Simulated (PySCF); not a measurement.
**F3H3HfSSi: density, localisation and related maps**

```
atom    x (Å)    y (Å)    z (Å)
  Hf  -0.9315  -0.9159   0.7296
   F  -0.5572   0.0375   2.3368
   F  -1.4648  -2.6700   1.2239
   F  -2.3771  -0.1114  -0.2191
   S   1.0585  -1.2874  -0.6548
  Si   1.1398   0.8349  -0.8605
   H   2.3594   1.4283  -0.2509
   H   0.9558   1.2837  -2.2667
   H  -0.0503   1.3308  -0.0640
```

Geometry: PBE0-D3(BJ)/def2-SVP; core potentials replace the inner electrons of Hf.

These are results of PySCF 2.14.0, CAM-B3LYP/def2-SVPD, SCF density, gas phase, scalar-relativistic core potentials on the heavy atoms, not measurements.

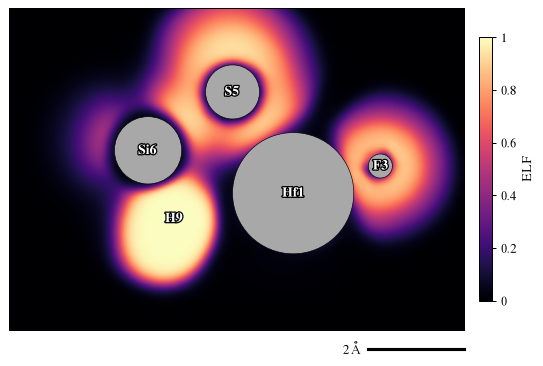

Figure 1. ELF on the plane of atoms Hf1, Si6 and S5. Grey discs cover the atomic cores.

Read the bonding off the picture.

Answer. Atoms in the plane: Hf, F, S, Si and H.
Hf–F (1.90 Å): the ELF peaks at about 0.85 in the valence shell of F, 0.5 Å from its nucleus, and drops to about 0.20 between the two atoms.
Si–S (2.13 Å): the ELF peaks at about 0.90 between the atoms (localised, covalent bonding).
Hf–S (2.45 Å): the ELF peaks at about 0.85 in the valence shell of S, 0.9 Å from its nucleus, and is about 0.45 at the midpoint.
Hf–Si (3.14 Å): the ELF is about 0.20 at the midpoint.
Si–H (1.52 Å): the ELF climbs to about 1 towards the hydrogen, as it does in any bond to H.

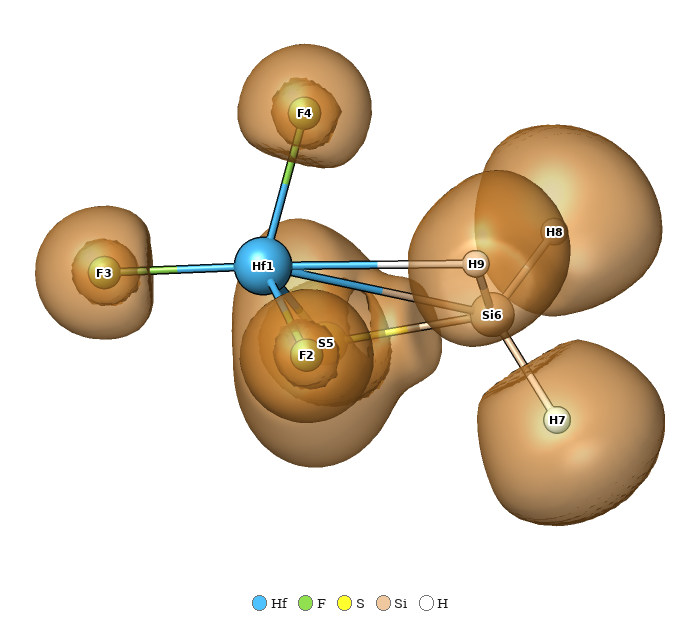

Figure 2. Isosurface of the electron localisation function at 0.75 (orange), seen at a tilt. Only the valence region is drawn (cores and ρ < 0.01 e/Å³ removed).

Identify the bonds, lone pairs and shells in this picture.

Answer. The surface consists of three regions around hydrogen nuclei, one region on S in which the atom's valence shell and bonds are merged and three regions wrapped around F (the valence shell of each).

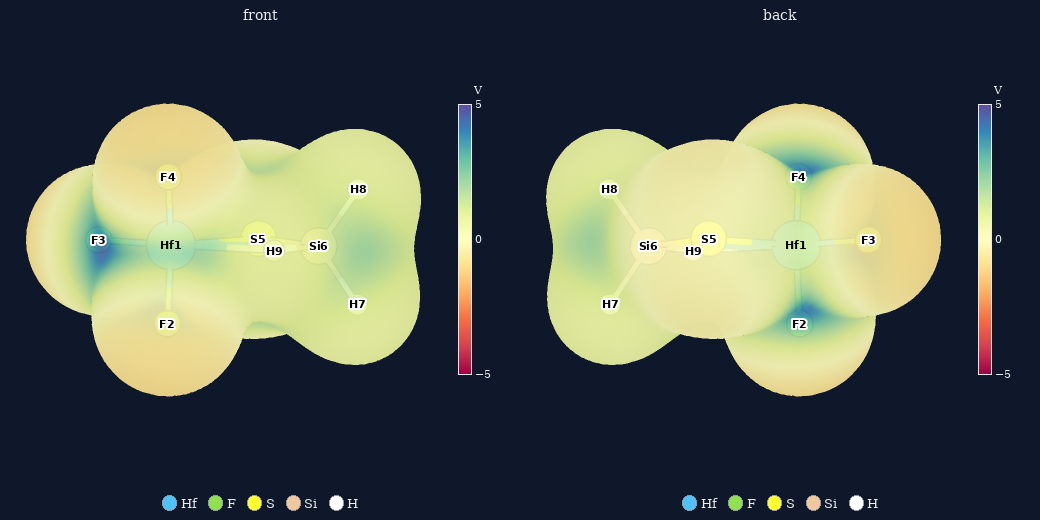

Figure 3. The electrostatic potential painted on the density surface at 0.002 e/bohr³, seen from the front and from behind; the colour scale runs from red (negative) to blue (positive).

Where is the surface potential most negative and most positive?

Answer. The most negative region (about −0.9 V) lies over F2, F3 and F4, the most positive (about +4.0 V) over Hf1.
